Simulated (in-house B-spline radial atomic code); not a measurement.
# Yb¹¹⁺: excited configurations in jj coupling

Wanted: excitation energies of Yb¹¹⁺ as differences of total energies (ΔSCF).

The numbers are computed with in-house B-spline radial atomic code version 1 (Dirac-Hartree-Fock, average of configuration, Fermi nucleus, basis-set limit), except any that are marked as measured or tabulated.

## Step 1: What is computed

```
element       : ytterbium (Z = 70)
charge        : +11
electrons     : 59
configuration : 1s2 2s2 2p6 3s2 3p6 3d10 4s2 4p6 4d10 4f-6 4f+5 5s2
Hamiltonian   : Dirac-Coulomb
nucleus       : Fermi, rms radius 5.311 fm
```

In configurations, a minus sign after the shell means j = l − 1/2 and a plus sign j = l + 1/2; the count of electrons follows.

Input settings:

```ini
Z = 70
electrons = 59.0
configuration = 1s2 2s2 2p6 3s2 3p6 3d10 4s2 4p6 4d10 4f-6 4f+5 5s2
hamiltonian = dirac
method = hf
spin_polarised = False
nucleus = fermi
rms_radius = 5.3108
mass_number = 174
atomic_mass = 173.938867545
speed_of_light = 137.035999084
```

From the earlier run of the reference: total energy -14031.108661 hartree. Levels, eight at most:

```csv
orbital,occupation,energy (eV),<r> (bohr)
4s1/2,2,-716.69,0.4862
4p1/2,2,-624.87,0.4948
4p3/2,4,-570.29,0.5240
4d3/2,4,-420.63,0.5442
4d5/2,6,-405.98,0.5551
5s1/2,2,-238.59,1.075
4f5/2,6,-220.44,0.6192
4f7/2,5,-217.32,0.6273
```

## Step 2: 1s2 2s2 2p6 3s2 3p6 3d10 4s2 4p6 4d-3 4d+6 4f-3 4f+8 5s2 5g-1

Input settings:

```ini
Z = 70
electrons = 59.0
configuration = 1s2 2s2 2p6 3s2 3p6 3d10 4s2 4p6 4d-3 4d+6 4f-3 4f+8 5s2 5g-1
hamiltonian = dirac
method = hf
spin_polarised = False
nucleus = fermi
rms_radius = 5.3108
mass_number = 174
atomic_mass = 173.938867545
speed_of_light = 137.035999084
```

## Step 3: Run with 1s2 2s2 2p6 3s2 3p6 3d10 4s2 4p6 4d10 4f-4 4f+6 5s2 9p+1

Changes to the settings of step 2:

```diff
@@ -2,3 +2,3 @@
 electrons = 59.0
-configuration = 1s2 2s2 2p6 3s2 3p6 3d10 4s2 4p6 4d-3 4d+6 4f-3 4f+8 5s2 5g-1
+configuration = 1s2 2s2 2p6 3s2 3p6 3d10 4s2 4p6 4d10 4f-4 4f+6 5s2 9p+1
 hamiltonian = dirac
```

## Step 4: Run with 1s2 2s2 2p6 3s2 3p6 3d10 4s2 4p6 4d10 4f-6 4f+4 5s2 8d+1

Changes to the settings of step 3:

```diff
@@ -2,3 +2,3 @@
 electrons = 59.0
-configuration = 1s2 2s2 2p6 3s2 3p6 3d10 4s2 4p6 4d10 4f-4 4f+6 5s2 9p+1
+configuration = 1s2 2s2 2p6 3s2 3p6 3d10 4s2 4p6 4d10 4f-6 4f+4 5s2 8d+1
 hamiltonian = dirac
```

## Step 5: Configuration 1s2 2s2 2p6 3s2 3p6 3d10 4s2 4p6 4d-3 4d+6 4f-4 4f+7 5s2 8f-1

Changes to the settings of step 4:

```diff
@@ -2,3 +2,3 @@
 electrons = 59.0
-configuration = 1s2 2s2 2p6 3s2 3p6 3d10 4s2 4p6 4d10 4f-6 4f+4 5s2 8d+1
+configuration = 1s2 2s2 2p6 3s2 3p6 3d10 4s2 4p6 4d-3 4d+6 4f-4 4f+7 5s2 8f-1
 hamiltonian = dirac
```

Before running: How far above the reference does each configuration lie (order and size, in eV)?

**Answer**, as computed:

| net move | configuration | energy above the reference (eV) | with Breit, QED, recoil (eV) | largest <r> (bohr) |
| --- | --- | --- | --- | --- |
| 4f7/2 → 8d5/2 | 1s2 2s2 2p6 3s2 3p6 3d10 4s2 4p6 4d10 4f-6 4f+4 5s2 8d+1 | 168.67 | 168.83 | 5.27 |
| 2×4f5/2 → 4f7/2, 9p3/2 | 1s2 2s2 2p6 3s2 3p6 3d10 4s2 4p6 4d10 4f-4 4f+6 5s2 9p+1 | 180.49 | 180.49 | 6.44 |
| 4d3/2, 3×4f5/2 → 3×4f7/2, 5g7/2 | 1s2 2s2 2p6 3s2 3p6 3d10 4s2 4p6 4d-3 4d+6 4f-3 4f+8 5s2 5g-1 | 333.03 | 332.49 | 2.20 |
| 4d3/2, 2×4f5/2 → 2×4f7/2, 8f5/2 | 1s2 2s2 2p6 3s2 3p6 3d10 4s2 4p6 4d-3 4d+6 4f-4 4f+7 5s2 8f-1 | 377.61 | 377.11 | 6.09 |

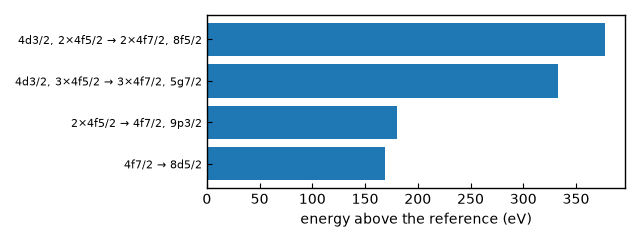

Energy of each configuration above the reference.

What this shows: At the bottom stands 4f7/2 → 8d5/2 (168.67 eV), at the top 4d3/2, 2×4f5/2 → 2×4f7/2, 8f5/2 (377.61 eV). Koopmans' estimate of the ionisation threshold is 217.32 eV; 2 configurations exceed it by over 2 % and could autoionise. Two partly filled shells share a symmetry and can mix in the average, which may lower the energy, for: 4d3/2, 2×4f5/2 → 2×4f7/2, 8f5/2. These are averages over configurations, without correlation, not spectroscopic levels.
